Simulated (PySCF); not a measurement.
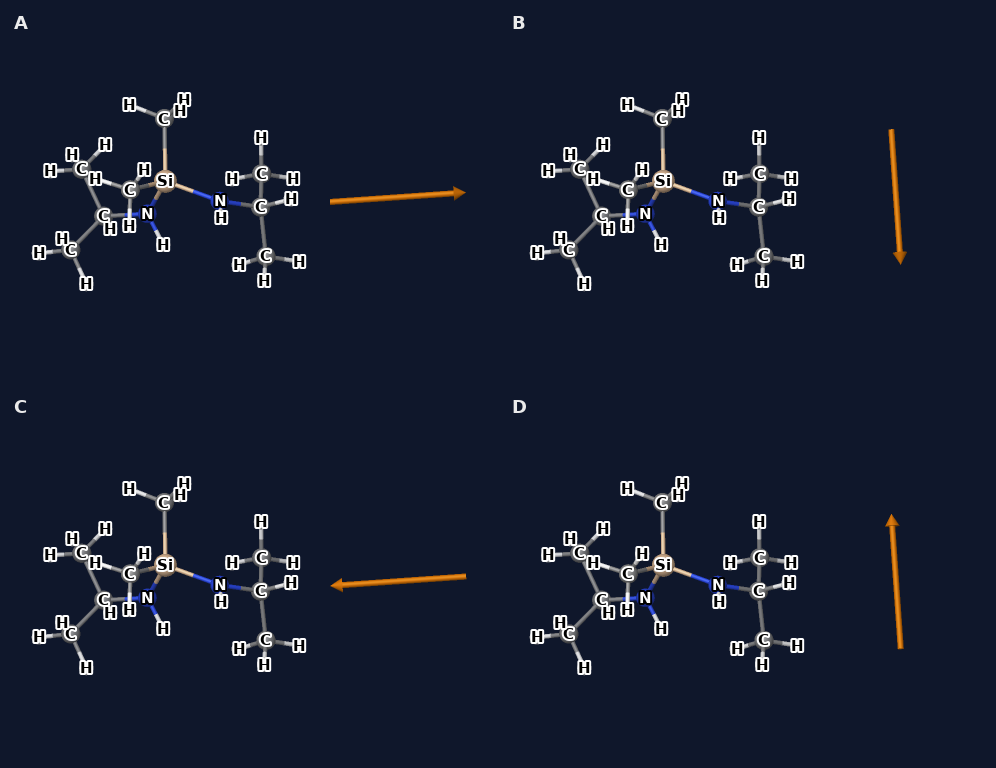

The same molecule four times, each with an arrow. The geometry was computed by an optimisation with PBE0-D3(BJ)/def2-SVP. No frequency run is at hand to confirm it as a minimum. Level of theory: PBE0/def2-SVPD, gas phase (PySCF 2.14.0).

Question: Which arrow points along the dipole moment, from the negative to the positive end?

Answer: B. The dipole moment is 0.75 D.
